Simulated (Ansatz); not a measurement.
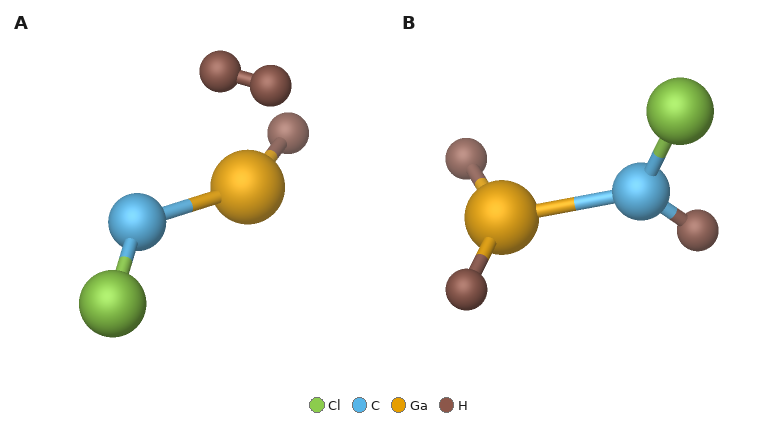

2 stationary structures of one formula. State: charge +1, singlet. Geometries: PBE0-D4/def2-TZVP. Electronic energies: RHF-CCSD(T) (frozen core)/def2-TZVPP (Ansatz 0.2.0), without zero-point energy. No frequency run is at hand to confirm each as a minimum.

**Which is lowest in energy, and by how much?**

B is lowest (Cs); A lies 51.2 kcal/mol above it (C1).

Give E(B) − E(A) in kcal/mol at these levels too: r2SCAN-D4/def2-TZVPP; PBE0-D4/def2-TZVPP; B3LYP-D4/def2-TZVPP; RHF-CCSD(T) (frozen core)/def2-TZVPP; ωB97M-V/def2-TZVPP; PBE-D4/def2-TZVPP; PBE0-D4/def2-TZVP.

```
                               level  E(B) − E(A) (kcal/mol)
                r2SCAN-D4/def2-TZVPP                   −50.6
                  PBE0-D4/def2-TZVPP                   −52.5
                 B3LYP-D4/def2-TZVPP                   −50.0
RHF-CCSD(T) (frozen core)/def2-TZVPP                   −51.2
                  ωB97M-V/def2-TZVPP                   −53.4
                   PBE-D4/def2-TZVPP                   −47.2
                   PBE0-D4/def2-TZVP                   −52.6
```
